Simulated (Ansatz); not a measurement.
# One shape, several levels: BH3O3 (boric acid)

We compute a comparison of 6 runs (HF/STO-3G, HF/3-21G, B3LYP/6-31G, B3LYP/6-31G*, PBE0/def2-SVP) of BH3O3 (boric acid). 

The calculation is run with Ansatz 0.2.0.

## (1) Starting point

BH3O3: 7 atoms, total charge 0, spin state singlet. As SMILES, `OB(O)O`. The coordinates come from a PBE0-D4/def2-TZVP relaxation. This is a higher conformer, about 20 kJ/mol above the lowest found by a separate search.

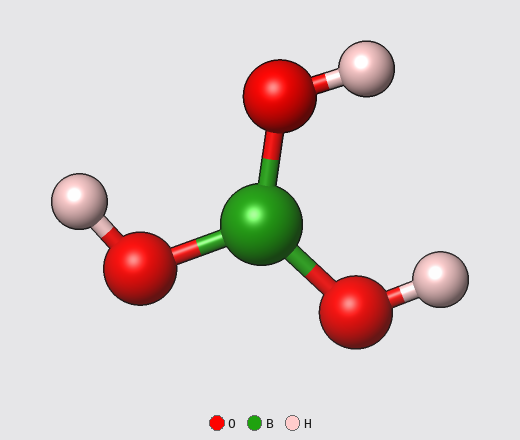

Viewed from a chosen angle; oxygen red, boron green, hydrogen pink.

## (2) Energy and gradient at HF/STO-3G (run 1)

input.yaml reads:

```yaml
crystal:
  periodic: [false, false, false]
  atoms:
    - {symbol: O, position_ang: [-1.109700, 0.802600, 0.321900]}
    - {symbol: B, position_ang: [-0.012200, -0.006800, 0.228700]}
    - {symbol: O, position_ang: [0.501200, -0.469300, 1.400100]}
    - {symbol: O, position_ang: [0.600700, -0.381300, -0.945400]}
    - {symbol: H, position_ang: [-1.457400, 1.118600, -0.511500]}
    - {symbol: H, position_ang: [1.266800, -1.028200, 1.254500]}
    - {symbol: H, position_ang: [0.210500, -0.035700, -1.748300]}
basis:
  gaussian: {orbitals: STO-3G}
hamiltonian: {xc: hf}
accuracy: high
output: {forces: true, orbitals: {seedname: orbitals}}
```

Launch:

```
$ ansatz run input.yaml --threads 1 --pin off --max-ram 2610MiB --events-out events.jsonl --progress --plain --runs-dir runs
```

The log of the run:

```text
Warning: RAYON_NUM_THREADS=1 ignored (pool sized by the plan → 1); use --threads N
Functional definition: HF
  name "HF"
  exchange = exact_x
  correlation = 0
448 factors; integrals over basis functions are off by at most 3.1e-8 eV
mean field evaluation 1: about -6739.5064 eV, gradient 3.0e1 eV
mean field evaluation 2: about -6739.6149 eV, gradient 3.0e1 eV
mean field evaluation 4: about -6742.4451 eV, gradient 1.2e0 eV
mean field evaluation 8: about -6742.4481 eV, gradient 8.2e-6 eV
mean field -6742.44814840 eV, -247.7803992583 hartree, gradient 2.4e-8 eV, S^2 0.000000; 0 other end points of the search recorded, 0 dependent functions left out
the calculation of the forces begins
reference -6742.44814840 eV, -247.7803992583 hartree; 16, 16 occupied and 7, 7 virtual orbitals, 448 factors
Total energy: -6742.44814840 eV, -247.7803992583 hartree
Atom 0 at    -1.109700     0.802600     0.321900 Å, force     0.589114    -0.566877     1.866209 eV/Å
Atom 1 at    -0.012200    -0.006800     0.228700 Å, force    -0.076496     0.113751    -0.817973 eV/Å
Atom 2 at     0.501200    -0.469300     1.400100 Å, force    -1.333226     0.963827     0.390765 eV/Å
Atom 3 at     0.600700    -0.381300    -0.945400 Å, force     0.847592    -0.744735     1.658517 eV/Å
Atom 4 at    -1.457400     1.118600    -0.511500 Å, force    -0.304381     0.335035    -1.576200 eV/Å
Atom 5 at     1.266800    -1.028200     1.254500 Å, force     1.155168    -0.828259    -0.439696 eV/Å
Atom 6 at     0.210500    -0.035700    -1.748300 Å, force    -0.877772     0.727259    -1.081622 eV/Å
Dipole moment:     0.005023     0.034597    -0.554294 e Å
```

It took 0.32 s on 1 thread of Arm Neoverse V2, shared host.

## (3) Energy and gradient at HF/3-21G (run 2)

input.yaml, as its differences from that of step 2:

```diff
@@ -11,4 +11,6 @@
 basis:
-  gaussian: {orbitals: STO-3G}
-hamiltonian: {xc: hf}
+  gaussian:
+    orbitals: 3-21G.json
+hamiltonian:
+  xc: hf
 accuracy: high
```

The basis set 3-21G is read from a file made from the Basis Set Exchange's data (not shown).

Launch:

```
$ ansatz run input.yaml --threads 1 --pin off --max-ram 2610MiB --events-out events.jsonl --progress --plain --runs-dir runs
```

The log of the run:

```text
Warning: RAYON_NUM_THREADS=1 ignored (pool sized by the plan → 1); use --threads N
Functional definition: HF
  name "HF"
  exchange = exact_x
  correlation = 0
900 factors; integrals over basis functions are off by at most 4.5e-9 eV
mean field evaluation 1: about -6793.8919 eV, gradient 4.3e1 eV
mean field evaluation 2: about -6793.8954 eV, gradient 4.3e1 eV
mean field evaluation 4: about -6797.2336 eV, gradient 2.0e0 eV
mean field evaluation 8: about -6797.2467 eV, gradient 1.7e-1 eV
mean field -6797.24681627 eV, -249.7942131586 hartree, gradient 2.4e-8 eV, S^2 0.000000; 0 other end points of the search recorded, 0 dependent functions left out
the calculation of the forces begins
reference -6797.24681627 eV, -249.7942131586 hartree; 16, 16 occupied and 26, 26 virtual orbitals, 900 factors
Total energy: -6797.24681627 eV, -249.7942131586 hartree
Atom 0 at    -1.109700     0.802600     0.321900 Å, force    -0.309895     0.265878    -0.515490 eV/Å
Atom 1 at    -0.012200    -0.006800     0.228700 Å, force    -0.007420    -0.063298     0.998188 eV/Å
Atom 2 at     0.501200    -0.469300     1.400100 Å, force     0.409388    -0.315983     0.169803 eV/Å
Atom 3 at     0.600700    -0.381300    -0.945400 Å, force    -0.116668     0.113292    -0.384064 eV/Å
Atom 4 at    -1.457400     1.118600    -0.511500 Å, force    -0.538691     0.407368    -0.100993 eV/Å
Atom 5 at     1.266800    -1.028200     1.254500 Å, force     0.356105    -0.291983     0.393724 eV/Å
Atom 6 at     0.210500    -0.035700    -1.748300 Å, force     0.207181    -0.115275    -0.561168 eV/Å
Dipole moment:     0.004504     0.053298    -0.819044 e Å
```

It took 0.48 s on 1 thread of Arm Neoverse V2, shared host.

Runs 3 to 4 aren't shown in full; the table further down has their settings and results.

## (4) Energy and forces at B3LYP/6-31G(d) (Cartesian functions) (run 5)

input.yaml, as its differences from that of step 3:

```diff
@@ -11,6 +11,4 @@
 basis:
-  gaussian:
-    orbitals: 3-21G.json
-hamiltonian:
-  xc: hf
+  gaussian: {orbitals: "6-31G*"}
+hamiltonian: {xc: {name: B3LYP}}
 accuracy: high
```

Launch:

```
$ ansatz run input.yaml --threads 1 --pin off --max-ram 2610MiB --events-out events.jsonl --progress --plain --runs-dir runs
```

The log of the run:

```text
Warning: RAYON_NUM_THREADS=1 ignored (pool sized by the plan → 1); use --threads N
Functional definition: B3LYP
  name "B3LYP"
  parameter a0 = 0.2
  parameter ax = 0.72
  parameter ac = 0.81
  exchange = (1 - a0 - ax)*slater_x + ax*b88_x + a0*exact_x
  correlation = (1 - ac)*vwn_rpa_c + ac*lyp_c
1406 factors; integrals over basis functions are off by at most 2.6e-9 eV
mean field evaluation 1: about -6861.0135 eV, gradient 7.4e1 eV
mean field evaluation 2: about -6852.3316 eV, gradient 1.0e2 eV
mean field evaluation 4: about -6869.9491 eV, gradient 3.0e0 eV
mean field evaluation 8: about -6869.9600 eV, gradient 6.5e-2 eV
mean field evaluation 16: about -6869.9600 eV, gradient 1.4e-6 eV
mean field -6869.96000505 eV, -252.4663735594 hartree, gradient 2.8e-8 eV, S^2 0.000000; 0 other end points of the search recorded, 0 dependent functions left out
the calculation of the forces begins
reference -6869.96003410 eV, -252.4663746270 hartree; 16, 16 occupied and 50, 50 virtual orbitals, 1406 factors
Total energy: -6869.96003410 eV, -252.4663746270 hartree
Atom 0 at    -1.109700     0.802600     0.321900 Å, force    -0.107929     0.051827     0.410291 eV/Å
Atom 1 at    -0.012200    -0.006800     0.228700 Å, force     0.008232    -0.002016    -0.055140 eV/Å
Atom 2 at     0.501200    -0.469300     1.400100 Å, force    -0.228426     0.145779     0.346933 eV/Å
Atom 3 at     0.600700    -0.381300    -0.945400 Å, force     0.336961    -0.257351     0.098917 eV/Å
Atom 4 at    -1.457400     1.118600    -0.511500 Å, force    -0.115954     0.111293    -0.364331 eV/Å
Atom 5 at     1.266800    -1.028200     1.254500 Å, force     0.298697    -0.214248    -0.113614 eV/Å
Atom 6 at     0.210500    -0.035700    -1.748300 Å, force    -0.191580     0.164716    -0.323056 eV/Å
Dipole moment:     0.002709     0.043017    -0.651035 e Å
```

It took 5.1 s on 1 thread of Arm Neoverse V2, shared host; peak memory 0.17 GiB.

## (5) Energy and gradient at PBE0/def2-SVP (run 6)

in.yaml reads:

```yaml
crystal:
  periodic: [false, false, false]
  atoms:
    - {symbol: O, position_ang: [-1.109700, 0.802600, 0.321900]}
    - {symbol: B, position_ang: [-0.012200, -0.006800, 0.228700]}
    - {symbol: O, position_ang: [0.501200, -0.469300, 1.400100]}
    - {symbol: O, position_ang: [0.600700, -0.381300, -0.945400]}
    - {symbol: H, position_ang: [-1.457400, 1.118600, -0.511500]}
    - {symbol: H, position_ang: [1.266800, -1.028200, 1.254500]}
    - {symbol: H, position_ang: [0.210500, -0.035700, -1.748300]}
basis:
  gaussian:
    orbitals: def2-SVP
hamiltonian:
  xc: {name: PBE0}
accuracy: high
output: {forces: true, orbitals: {seedname: orbitals}}
```

Launch:

```
$ ansatz run in.yaml --threads 1 --pin off --max-ram 2610MiB --events-out events.jsonl --progress --plain --runs-dir runs
```

The log of the run:

```text
Warning: RAYON_NUM_THREADS=1 ignored (pool sized by the plan → 1); use --threads N
Functional definition: PBE0
  name "PBE0"
  parameter a = 0.25
  parameter kappa = 0.804
  parameter beta = 0.06672455060314922
  exchange = (1 - a)*pbe_x(kappa = kappa, mu = beta*pi^2/3) + a*exact_x
  correlation = pbe_c(beta = beta)
1590 factors; integrals over basis functions are off by at most 3.2e-9 eV
mean field evaluation 1: about -6850.0979 eV, gradient 6.8e1 eV
mean field evaluation 2: about -6845.0014 eV, gradient 8.7e1 eV
mean field evaluation 4: about -6857.8579 eV, gradient 2.1e0 eV
mean field evaluation 8: about -6857.8639 eV, gradient 5.2e-2 eV
mean field evaluation 16: about -6857.8639 eV, gradient 1.3e-6 eV
mean field -6857.86389579 eV, -252.0218497431 hartree, gradient 3.2e-8 eV, S^2 0.000000; 0 other end points of the search recorded, 0 dependent functions left out
the calculation of the forces begins
reference -6857.86389794 eV, -252.0218498221 hartree; 16, 16 occupied and 55, 55 virtual orbitals, 1590 factors
Total energy: -6857.86389794 eV, -252.0218498221 hartree
Atom 0 at    -1.109700     0.802600     0.321900 Å, force     0.096255    -0.075989     0.063101 eV/Å
Atom 1 at    -0.012200    -0.006800     0.228700 Å, force     0.025890    -0.019885     0.013445 eV/Å
Atom 2 at     0.501200    -0.469300     1.400100 Å, force    -0.120652     0.090840    -0.017022 eV/Å
Atom 3 at     0.600700    -0.381300    -0.945400 Å, force     0.003085    -0.014824     0.181255 eV/Å
Atom 4 at    -1.457400     1.118600    -0.511500 Å, force    -0.023175     0.024197    -0.101583 eV/Å
Atom 5 at     1.266800    -1.028200     1.254500 Å, force     0.082839    -0.058028    -0.052780 eV/Å
Atom 6 at     0.210500    -0.035700    -1.748300 Å, force    -0.064242     0.053689    -0.086416 eV/Å
Dipole moment:     0.002345     0.043270    -0.650792 e Å
```

It took 4.8 s on 1 thread of Arm Neoverse V2, shared host; peak memory 0.2 GiB.

## (6) Overview of the runs

| run | level | Cartesian functions | energy (Eh) | dipole moment (D) | HOMO energy (eV) | LUMO energy (eV) | wall time |
| --- | --- | --- | --- | --- | --- | --- | --- |
| 1 | HF/STO-3G | no | -247.780399 | 2.67 | -10.04 | 10.86 | 0.32 s |
| 2 | HF/3-21G | no | -249.794213 | 3.94 | -13.04 | 5.95 | 0.48 s |
| 3 | B3LYP/6-31G | no | -252.383293 | 3.77 | -8.45 | 0.66 | 3.3 s |
| 4 | B3LYP/6-31G* (spherical functions) | no | -252.462128 | 3.14 | -8.31 | 1.10 | 4.5 s |
| 5 | B3LYP/6-31G* (Cartesian functions) | yes | -252.466375 | 3.13 | -8.32 | 1.05 | 5.1 s |
| 6 | PBE0/def2-SVP | no | -252.021850 | 3.13 | -8.81 | 0.94 | 4.8 s |

## (7) Summary of results

```
                       quantity          value
            run 6: total energy  -252.02185 Eh
           run 6: dipole moment         3.13 D
             run 6: HOMO energy       -8.81 eV
             run 6: LUMO energy        0.94 eV
           run 6: HOMO–LUMO gap        9.75 eV
run 6: largest force on an atom     0.182 eV/Å
```

What this shows: The dipole moment (its size) runs from 2.67 D (HF/STO-3G) to 3.94 D (HF/3-21G). The HOMO–LUMO gap runs from 9.10 eV (B3LYP/6-31G) to 20.89 eV (HF/STO-3G). The two ends differ in method and basis. Totals of different functionals can't be ranked against each other. In run 1 the basis is minimal, so the values are rough. All runs together took 19 s, the longest 5.1 s.
